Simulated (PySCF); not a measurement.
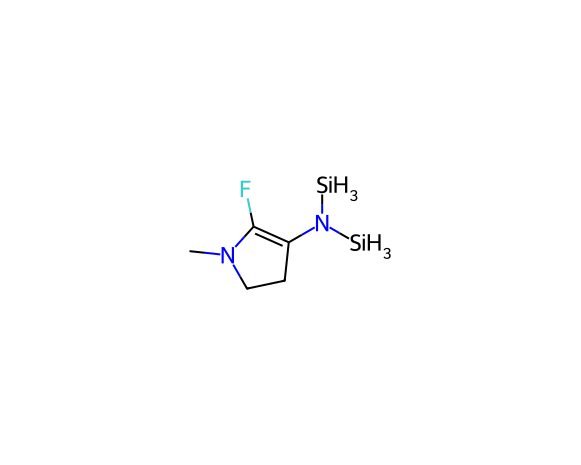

The computed structure is the end point of a GFN2-xTB optimisation. No frequency run is at hand to confirm it as a minimum. Method: PBE0/pcSseg-1, gas phase (PySCF 2.14.0).

Computed properties:

The species is C₅H₁₃FN₂Si₂ (`CN1CCC(N([SiH3])[SiH3])=C1F`).
- dipole moment: 1.89 D
- HOMO energy (Kohn–Sham orbital): −5.08 eV
- LUMO energy (Kohn–Sham orbital): 0.29 eV
- HOMO–LUMO gap: 5.37 eV

The geometry is semi-empirical. Around Si such bond lengths and angles can be off by a tenth of an ångström or more and by several degrees, and values that hang on the shape move with them.
